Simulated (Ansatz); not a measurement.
Relaxed AlNi (CsCl type):

```xyz
2
Lattice="2.8930 0.0000 0.0000 0.0000 2.8930 0.0000 0.0000 0.0000 2.8930" Properties=species:S:1:pos:R:3 pbc="T T T"
Al     0.0000     0.0000     0.0000
Ni     1.4465     1.4465     1.4465
```

Scan: atom 1 (Al, nearest neighbour Ni at 2.505 Å; its periodic images, 2.9 Å or more away, move with it) is displaced along Cartesian x, direction (1.000, 0.000, 0.000) in Cartesian axes, by s. The other atoms stay.

Calculation: PBE (plane waves to 420 eV, PAW, scalar-relativistic; Ansatz, a first-principles code). k mesh 13×13×13 (Γ-centred), Fermi-Dirac smearing 0.05 eV. Energies are smeared free energies. With partly filled bands, energies and forces of such displacements shift with the k mesh and the smearing. F∥ is the force on the atom along that direction. AlNi is run without spin polarisation. AlNi was relaxed with its symmetry unable to fall. ΔE is measured from the undisplaced structure.

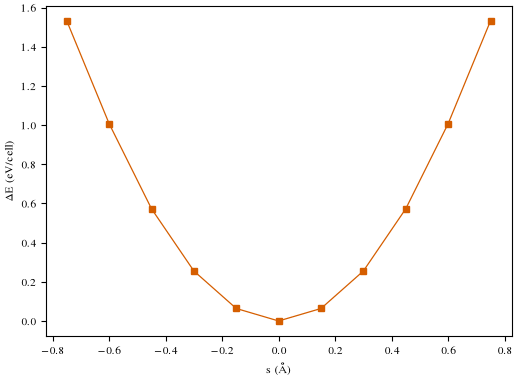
ΔE (eV/cell) against s (Å); one marker a computed point.

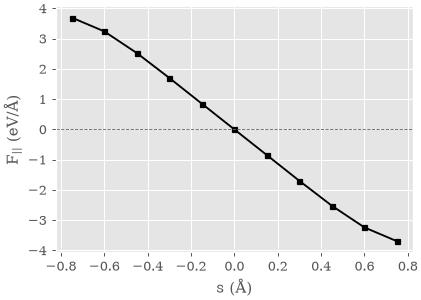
*F∥ (eV/Å) against s (Å); computed points joined by lines.*

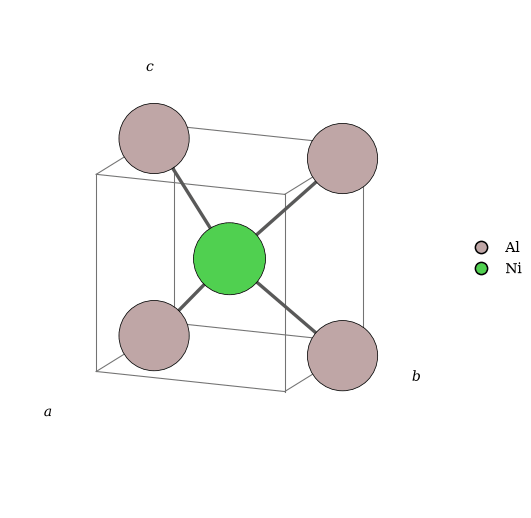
Figure. The cell of the calculation at s = 0.750 Å.

The force constant k = d²E/ds² at s = 0 (finite differences) is 5.67 eV/Å². The energy at s = 0.750 Å comes out as 1532 meV/cell. Harmonic estimate at the end of the scan: ½ks² = 1594 meV/cell against the computed 1532 meV/cell, so the well is close to harmonic there. Shape of the curve: a single well with its minimum at or next to zero displacement. Symmetry of the curve: even: the same for both signs.

The forces along the line at the two nearest points give (0.850 − (-0.850)) / (2·0.150) = 5.67 eV/Å²; the next pair corrects for the finite step.

(For displaced atoms, the force is minus the slope of the energy, and its curvature is a force constant, which sets phonon frequencies.)
